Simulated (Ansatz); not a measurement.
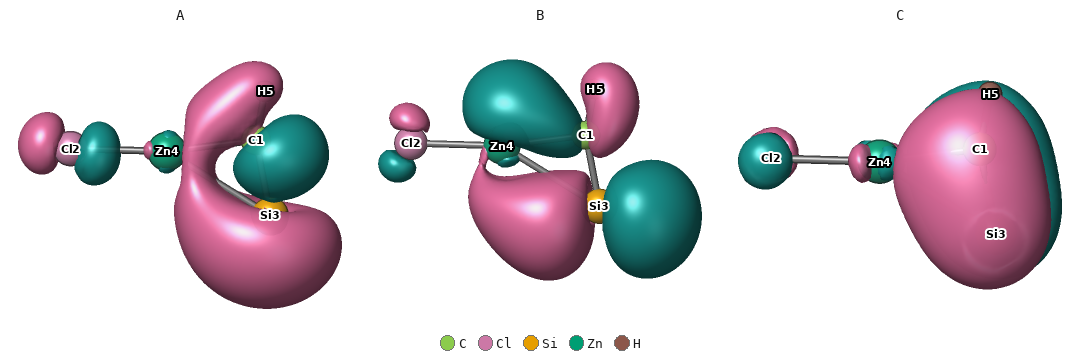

The picture shows: CHClSiZn. Three frontier orbitals at ±0.08 Å⁻³ᐟ² (teal and pink are the two phases), in no order.

Geometry: PBE0-D3(BJ)/pcseg-1.

These are results of Ansatz, isolated molecule in a Gaussian basis; Kohn-Sham density functional theory, functional PBE0, not measurements.

Input

```
crystal:
  periodic: [false, false, false]
  atoms:
    - {symbol: C, position_ang: [-2.396914, -1.041003, -1.382280]}
    - {symbol: Cl, position_ang: [1.198983, -2.686068, -2.359970]}
    - {symbol: Si, position_ang: [-2.375184, 0.207193, -2.501919]}
    - {symbol: Zn, position_ang: [-0.641866, -1.724453, -1.965300]}
    - {symbol: H, position_ang: [-2.759567, -1.677065, -0.573692]}
basis:
  gaussian:
    orbitals: def2-TZVPD
hamiltonian:
  xc: pbe0
output:
  forces: true
  orbitals: {seedname: orbitals}
```

Launched as:

```sh
ansatz run input.yaml --threads 2 --pin off --max-ram 4350MiB --events-out events.jsonl --progress --plain --runs-dir runs
```

> Which picture is the HOMO−1, the HOMO and the LUMO?

A is the HOMO−1 (−8.16 eV). It lies mainly on Si3 (about 60 %), C1 (about 25 %) and Zn4 (about 5 %); it is symmetric in the molecular plane (an in-plane orbital: σ, lone-pair or in-plane π type). C is the HOMO (−7.28 eV). It lies mainly on C1 (about 50 %), Si3 (about 35 %) and Zn4 (about 10 %); it changes sign across the molecular plane (π type); π-bonding across C1–Si3. B is the LUMO (−2.59 eV). It lies mainly on Si3 (about 60 %), Zn4 (about 25 %) and C1 (about 15 %); it is symmetric in the molecular plane (an in-plane orbital: σ, lone-pair or in-plane π type).

> What is the HOMO–LUMO gap?

4.69 eV between the orbital energies.
